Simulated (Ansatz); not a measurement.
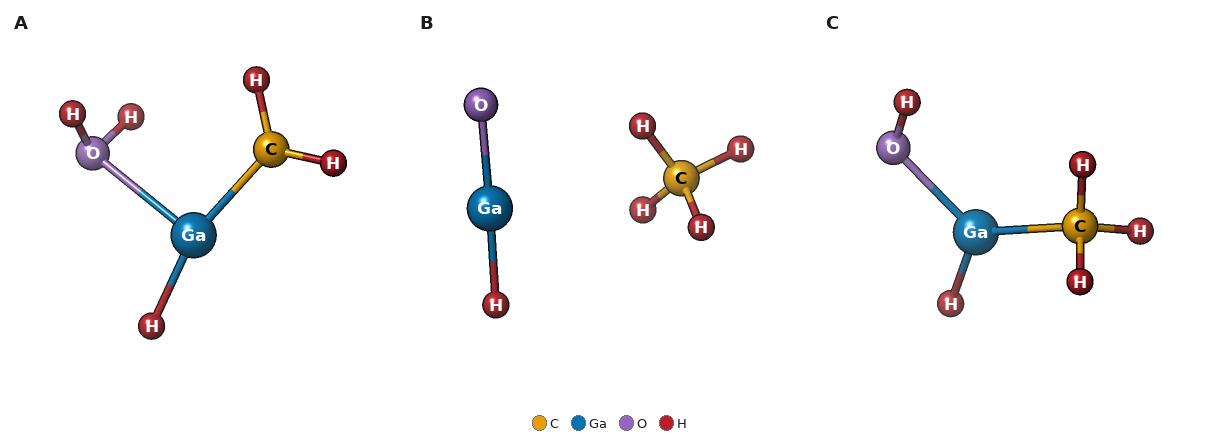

3 stationary structures of one formula. Geometries: PBE-D4/def2-SVP. Electronic energies: PBE-D4/def2-SVP (Ansatz 0.2.0), without zero-point energy. No frequency run is at hand to confirm each as a minimum. Each is one conformer, not always the lowest.

Rank them by energy, lowest first.

Answer. C is lowest; B lies 34.6 kcal/mol above it, A lies 55.3 kcal/mol above it.
